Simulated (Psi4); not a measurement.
# BSiH5 (boranylsilane): M06-L/def2-TZVP

Aim: the vertical singlet–triplet gap of BSiH5 (boranylsilane) at M06-L/def2-TZVP, from 2 runs. 

The calculation is run with Psi4 1.11.

1 further run of the same task is left out (set aside as unsound or not needed).

### Step 1. The system as given

BSiH5 has 7 atoms, charge 0, and is taken as a singlet. As SMILES, `B[SiH3]`. The shape is that of a PBE0-D4/def2-TZVP optimisation.

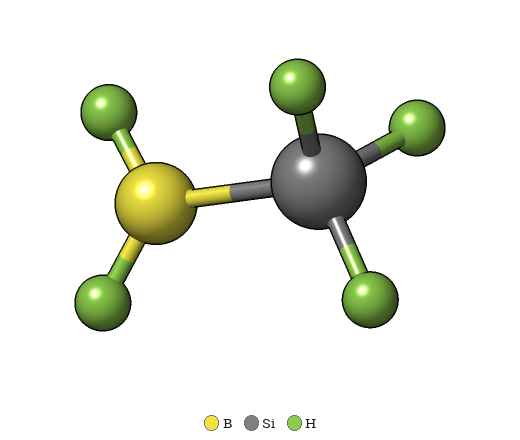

The structure, seen from a chosen angle (boron yellow, silicon grey, hydrogen green).

### Step 2. Energy and forces at M06-L/def2-TZVP

Contents of calc.in:

```
memory 2200 mb

molecule m {
  0 1
  B     -0.043200    -1.189000     0.204300
  Si     0.089100     0.785300    -0.148500
  H     -1.126000    -1.690600     0.290100
  H      0.906400    -1.902500     0.335400
  H     -0.616000     1.093400    -1.427200
  H     -0.623600     1.516700     0.939600
  H      1.474500     1.318800    -0.239500
  symmetry c1
}

set {
  basis                def2-TZVP
  puream               true
  e_convergence        1e-09
  d_convergence        1e-08
  scf_type             pk
  dft_radial_points    99
  dft_spherical_points 590
}

result, w = gradient("m06-l", return_wfn=True)
oeprop(w, "QUADRUPOLE", "WIBERG_LOWDIN_INDICES", "MULLIKEN_CHARGES")
```

Command:

```bash
psi4 calc.in calc.out -n 1
```

calc.out:

```text
[...]
  Running in c1 symmetry.
[...]
  Nuclear repulsion =   47.564448936710967
[...]
  Multiplicity = 1
[...]
  Nalpha       = 12
  Nbeta        = 12
[...]
    Number of basis functions: 98
[...]
   @RKS iter   1:  -317.21160344013094   -5.26003e-01   4.35251e-03 DIIS/ADIIS
[...]
   @RKS iter  10:  -317.31346575695147   -2.31921e-11   8.44725e-09 DIIS
[...]
  @RKS Final Energy:  -317.31346575695147
   => Energetics <=
    Nuclear Repulsion Energy =             47.5644489367109671
    One-Electron Energy =                -531.6134224505179873
    Two-Electron Energy =                 193.5698892431720424
    DFT Exchange-Correlation Energy =     -26.8343814863165093
    Empirical Dispersion Energy =           0.0000000000000000
    VV10 Nonlocal Energy =                  0.0000000000000000
    Total Energy =                       -317.3134657569514729
[...]
  -Total Gradient:
     Atom            X                  Y                   Z
    ------   -----------------  -----------------  -----------------
       1       -0.000005528706    -0.000279571336     0.000055436203
       2        0.000491680553    -0.001261594321     0.000258484133
       3       -0.003666876750    -0.000800605437     0.000127677272
       4        0.003447565103    -0.001487186151     0.000276736481
       5       -0.001848218905     0.000769578456    -0.003112613255
       6       -0.001851101219     0.001779273632     0.002614468590
       7        0.003402886685     0.001289118968    -0.000221588163
[...]
 Multipole Moments:
 ------------------------------------------------------------------------------------
     Multipole            Electronic (a.u.)      Nuclear  (a.u.)        Total (a.u.)
 ------------------------------------------------------------------------------------
 L = 1.  Multiply by 2.5417464519 to convert [e a0] to [Debye]
 Dipole X            :          0.1273237           -0.1158999            0.0114238
 Dipole Y            :         -0.7706395            0.6794414           -0.0911981
 Dipole Z            :          0.1384773           -0.1220477            0.0164296
 Magnitude           :                                                    0.0933677
 L = 2.  Multiply by 1.3450342976 to convert [e a0^2] to [Debye ang]
 Quadrupole XX       :        -35.8644074           18.2370790          -17.6273284
 Quadrupole XY       :         -5.4870414            5.3746196           -0.1124218
[...]
  Mulliken Charges: (a.u.)
   Center  Symbol    Alpha    Beta     Spin     Total
       1     B     2.45028  2.45028  0.00000  0.09944
       2    SI     6.88847  6.88847  0.00000  0.22305
       3     H     0.52297  0.52297  0.00000 -0.04594
       4     H     0.52021  0.52021  0.00000 -0.04042
       5     H     0.53816  0.53816  0.00000 -0.07633
       6     H     0.53816  0.53816  0.00000 -0.07632
       7     H     0.54174  0.54174  0.00000 -0.08348
   Total alpha = 12.00000, Total beta = 12.00000, Total charge =  0.00000
  Wiberg Bond Indices using Orthogonal Lowdin Orbitals:
[...]
```

Run time: 46 s. Hardware: 1 thread of AMD EPYC 7R43 (Zen 3), shared host; peak memory 1.2 GiB.

### Step 3. The triplet, same level

Contents of job.dat:

```
memory 2200 MB

molecule {
  0 3
  B
  Si 1 2.009933
  H 1 1.19642 2 118.94554
  H 1 1.194994 3 117.45115 2 -179.99763
  H 2 1.492369 1 108.78924 4 121.71038
  H 2 1.492263 5 107.3331 1 -117.54871
  H 2 1.487359 6 108.28026 5 116.68502
  symmetry c1
}

set basis def2-TZVP
set reference uks
set puream true
set e_convergence 1e-09
set d_convergence 1e-08
set scf_type pk
set dft_radial_points 99
set dft_spherical_points 590
set maxiter 100

e_tot, wfn = gradient('m06-l', return_wfn=True)
oeprop(wfn, 'MAYER_INDICES', 'DIPOLE', 'WIBERG_LOWDIN_INDICES', title='M06-L')
```

Command:

```bash
psi4 -n 1 job.dat job.out
```

job.out, shortened:

```text
[...]
  Running in c1 symmetry.
[...]
  Nuclear repulsion =   47.564449245815545
[...]
  Multiplicity = 3
[...]
  Nalpha       = 13
  Nbeta        = 11
[...]
    Number of basis functions: 98
[...]
   @UKS iter   1:  -316.92614712336928   -2.40547e-01   5.83455e-03 ADIIS/DIIS
[...]
   @UKS iter  15:  -317.19001340006378   -1.14824e-11   7.82089e-09 DIIS
[...]
   @S^2 Observed:                2.011786428E+00
[...]
  @UKS Final Energy:  -317.19001340006378
   => Energetics <=
    Nuclear Repulsion Energy =             47.5644492458155455
    One-Electron Energy =                -530.7695831208955042
    Two-Electron Energy =                 192.8187068457107785
    DFT Exchange-Correlation Energy =     -26.8035863706945996
    Empirical Dispersion Energy =           0.0000000000000000
    VV10 Nonlocal Energy =                  0.0000000000000000
    Total Energy =                       -317.1900134000637763
[...]
  -Total Gradient:
     Atom            X                  Y                   Z
    ------   -----------------  -----------------  -----------------
       1       -0.000003189732     0.002025498529     0.051092276457
       2       -0.000027524125    -0.005111505648    -0.027994382111
       3        0.000000458327    -0.008396064400    -0.021571314928
       4       -0.000000599157     0.010154734485    -0.020588611594
       5        0.001917057428     0.001203687869     0.004491078105
       6       -0.001889178846     0.001186293611     0.004474125544
       7        0.000002597408    -0.001036603271     0.010062751788
[...]
 Multipole Moments:
 ------------------------------------------------------------------------------------
     Multipole            Electronic (a.u.)      Nuclear  (a.u.)        Total (a.u.)
 ------------------------------------------------------------------------------------
 L = 1.  Multiply by 2.5417464519 to convert [e a0] to [Debye]
 Dipole X            :         -0.0000989            0.0000434           -0.0000556
 Dipole Y            :         -0.1800103            0.1610882           -0.0189221
 Dipole Z            :          0.0156508            0.6811895            0.6968403
 Magnitude           :                                                    0.6970972
[...]
```

It took 92 s on 1 thread of AMD EPYC 7R43 (Zen 3), shared host; peak memory 1.2 GiB.

### Step 4. Outcome

Level: M06-L/def2-TZVP.

| quantity | value |
| --- | --- |
| singlet: total energy | -317.31347 Eh |
| singlet: dipole moment | 0.24 D |
| singlet: HOMO energy | -7.47 eV |
| singlet: LUMO energy | -2.81 eV |
| singlet: HOMO–LUMO gap | 4.66 eV |
| singlet: largest force on an atom | 0.194 eV/Å |
| triplet: total energy | -317.19001 Eh |
| triplet: dipole moment | 1.77 D |
| triplet: HOMO energy (highest over α and β) | -4.27 eV |
| triplet: ⟨S²⟩ | 2.012 |
| triplet: largest force on an atom | 2.629 eV/Å |
| vertical energy of the triplet above the singlet | 3.359 eV |

At this shape the triplet lies 3.36 eV (324 kJ/mol) above the singlet. Mulliken charges (singlet) run from -0.08 on H7 to +0.22 on Si2.
